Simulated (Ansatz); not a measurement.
**Pressure series in TiC**

Start from TiC in the rock salt structure (space group Fm-3m, No. 225; a = 4.328 Å).

Cell and atoms are relaxed at each pressure.

Level of theory: Ansatz (a first-principles code), r2SCAN, PAW, cutoff 500 eV, spin-orbit coupling left out.

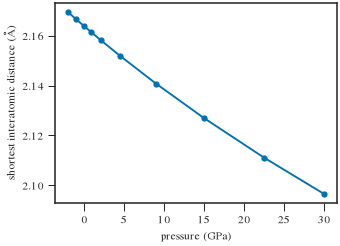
Shortest interatomic distance against pressure

```
pressure (GPa)  shortest interatomic distance
--------------  -----------------------------
-2                                    2.170 Å
-1                                    2.167 Å
0.9                                   2.161 Å
2.1                                   2.158 Å
4.5                                   2.152 Å
9                                     2.141 Å
15                                    2.127 Å
22.5                                  2.111 Å
30                                    2.097 Å
```

Load acts through the strain it causes; cell and atoms are relaxed under it. Stability against distortions was not tested. Competing high-pressure phases were not computed. All final runs are without spin polarisation.
